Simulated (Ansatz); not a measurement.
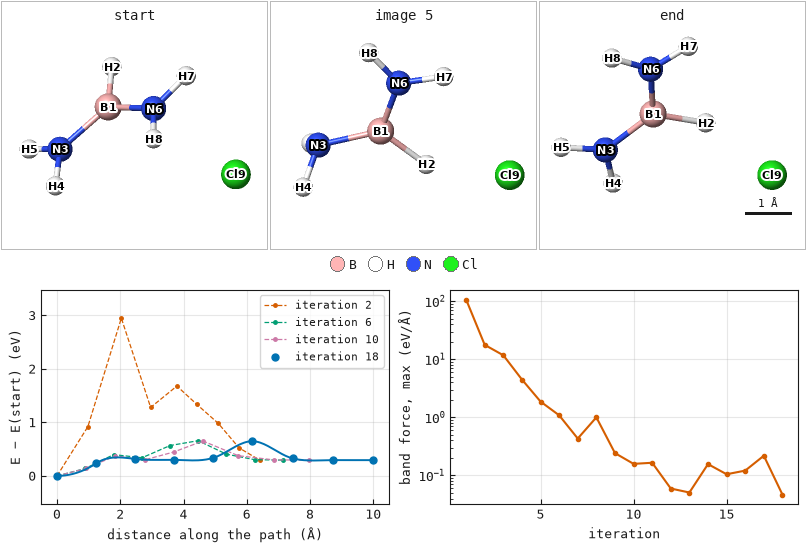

NEB run on BN2H5Cl (multiplicity 2), made up at the start of BN₂H₅ and Cl. Images are numbered from 0 (start) to 8 (end). The plot follows the band through its iterations. A ball-and-stick model, seen at a tilt.

Method: Ansatz 0.2.0, UKS B3LYP/def2-SVP. Set-up: 7 movable images; climbing image; force threshold 0.05 eV/Å; iteration limit 60; starting path through a guess of the saddle point.

Question: How did the profile develop, and is the result final?

Answer: The run is converged, with reservations. The band converged in 18 iterations. The largest component of the band force went from 110 to 0.047 eV/Å. The climbing image converged on the top of the path. Its vibrational analysis gives one imaginary mode (325i cm⁻¹), as a transition state must have. The first iteration put the highest image at 18.11 eV. The highest point, image 5, lies 0.65 eV above the start and 0.35 eV above the end; the end is at +0.29 eV relative to the start.

Limits of the set-up: the start holds two separate molecules, 2.5 Å apart at their closest, whose relative position is a soft coordinate and is computed without a dispersion correction.

Cost: 6.1 min on 2 threads of Arm Neoverse V1 (shared host), peak memory 0.22 GiB.
